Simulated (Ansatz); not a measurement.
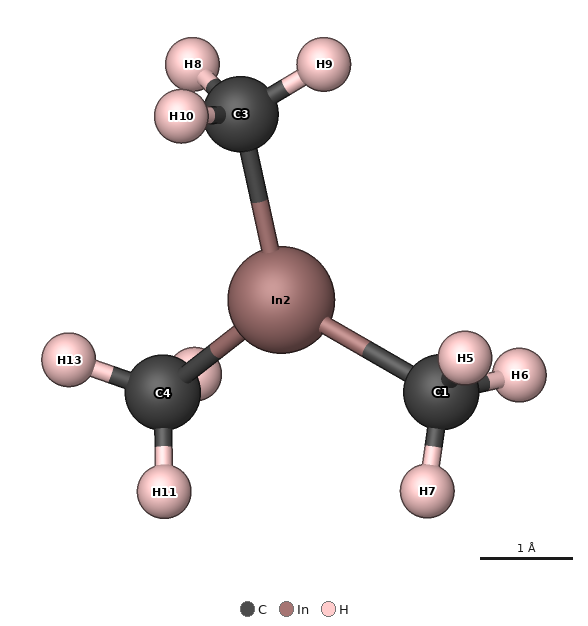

**Figure 1.** The structure (ball-and-stick view, seen at a tilt; atoms are numbered from 1 in the order of the input). Sticks mark near contacts. Bond lengths as drawn: C–H 1.09 Å and C–In 2.16 Å.

# Two runs on C3H9In

System: C3H9In.
Method of run 1: RKS SPW92/def2-TZVPP (Ansatz 0.2.0).

The geometry comes from this level: PBE0-D4/def2-TZVP. Text and figures count atoms from 1; the logs count them from 0 in places.

**Input, run 1**
```yaml
crystal:
  periodic: [false, false, false]
  atoms:
    - {symbol: C, position_ang: [-0.506159, 1.897919, -0.902757]}
    - {symbol: In, position_ang: [0.007933, -0.003272, -0.006865]}
    - {symbol: C, position_ang: [1.475278, -0.088563, 1.580970]}
    - {symbol: C, position_ang: [-0.956578, -1.818207, -0.683157]}
    - {symbol: H, position_ang: [0.329360, 2.597984, -0.853704]}
    - {symbol: H, position_ang: [-1.344905, 2.339395, -0.357024]}
    - {symbol: H, position_ang: [-0.811482, 1.777000, -1.943280]}
    - {symbol: H, position_ang: [1.276421, -0.918221, 2.261217]}
    - {symbol: H, position_ang: [1.500653, 0.842510, 2.149293]}
    - {symbol: H, position_ang: [2.467158, -0.242743, 1.146594]}
    - {symbol: H, position_ang: [-1.254680, -1.743940, -1.730087]}
    - {symbol: H, position_ang: [-1.858654, -1.990803, -0.089284]}
    - {symbol: H, position_ang: [-0.304041, -2.683658, -0.557116]}
basis:
  gaussian: {orbitals: def2-TZVPP}
hamiltonian: {xc: lda}
output: {orbitals: {seedname: orbitals}}
```

Hardware: 4 CPU threads, shared host.

**Output (run 1)**
```
Functional definition: SPW92
  exchange = slater_x
  correlation = pw_c
1459 factors; their error is unknown
mean field evaluation 1: about -8361.9332 eV, gradient 1.2e2 eV
mean field evaluation 2: about -8314.3073 eV, gradient 1.6e2 eV
mean field evaluation 4: about -8392.2756 eV, gradient 7.7e0 eV
mean field evaluation 8: about -8392.4001 eV, gradient 2.4e-1 eV
mean field evaluation 16: about -8392.3753 eV, gradient 3.6e-4 eV
mean field -8392.37525428 eV, -308.4141020384 hartree, gradient 6.5e-5 eV, S^2 0.000000; 0 other end points of the search recorded, 0 dependent functions left out
reference -8392.37530181 eV, -308.4141037854 hartree; 24, 24 occupied and 245, 245 virtual orbitals, 1459 factors
Total energy: -8392.37530181 eV, -308.4141037854 hartree
```

For run 2 the input was changed thus:
```diff
-hamiltonian: {xc: lda}
+correlation: {method: ccsd_t}
```

Predict how the results change.

The total energies belong to different methods, so their difference says nothing on which is more stable or more accurate. The HOMO goes from −6.04 to −9.65 eV. The LUMO goes from −1.83 to 1.39 eV.

**Output (run 2)**
```
Functional definition: HF
  exchange = exact_x
  correlation = 0
1718 factors; integrals over basis functions are off by at most 9.7e-4 eV
mean field evaluation 1: about -8378.5671 eV, gradient 4.3e1 eV
mean field evaluation 2: about -8378.6162 eV, gradient 4.3e1 eV
mean field evaluation 4: about -8383.1280 eV, gradient 3.1e0 eV
mean field evaluation 8: about -8383.1750 eV, gradient 1.9e-1 eV
mean field evaluation 16: about -8383.1178 eV, gradient 6.7e-1 eV
mean field -8383.17517521 eV, -308.0760053688 hartree, gradient 9.4e-6 eV, S^2 0.000000; 0 other end points of the search recorded, 0 dependent functions left out
7 core orbitals not correlated: weight in the atoms' cores, before any rotation towards them, 1.000 or more for the frozen orbitals, at most 0.000 for the correlated occupied ones
reference -8383.17517521 eV, -308.0760053688 hartree; 17, 17 occupied and 245, 245 virtual orbitals, 1718 factors
second order -22.96399975 eV of doubles, -0.00000000 eV of singles
cycle   1  -23.32548075 eV  change   -3.6e-1 eV  update   9.9e-2
cycle   2  -23.86207408 eV  change   -5.4e-1 eV  update   2.7e-2
cycle   3  -23.95258099 eV  change   -9.1e-2 eV  update   1.3e-2
cycle   4  -23.94666025 eV  change    5.9e-3 eV  update   3.0e-3
cycle   5  -23.94627258 eV  change    3.9e-4 eV  update   1.2e-3
cycle   6  -23.94632711 eV  change   -5.5e-5 eV  update   3.1e-4
cycle   7  -23.94616596 eV  change    1.6e-4 eV  update   9.3e-5
cycle   8  -23.94617220 eV  change   -6.2e-6 eV  update   3.1e-5
perturbative correction -0.85999455 eV, -0.0316042169 hartree
Total energy: -8407.98134197 eV, -308.9876151828 hartree
```

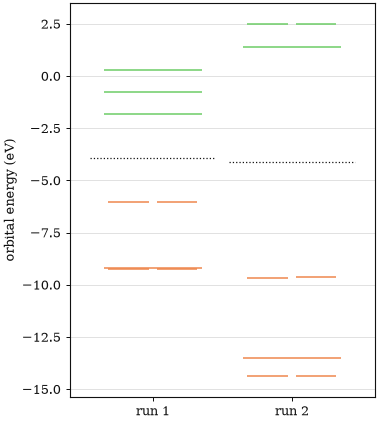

**Figure 2.** The five highest filled and three lowest empty orbital energies of the two runs; the dotted lines part filled from empty levels. The HOMO–LUMO gap is 4.21 eV in run 1 and 11.04 eV in run 2.

**The two runs side by side**

| quantity | run 1 | run 2 |
| --- | --- | --- |
| outcome | converged | converged |
| total energy (hartree) | −308.414104 | −308.987615 |
| HOMO (eV) | −6.04 | −9.65 |
| LUMO (eV) | −1.83 | 1.39 |
| basis functions | 269 | 269 |
| wall time (shared host) | 2.3 s | 6.6 min |
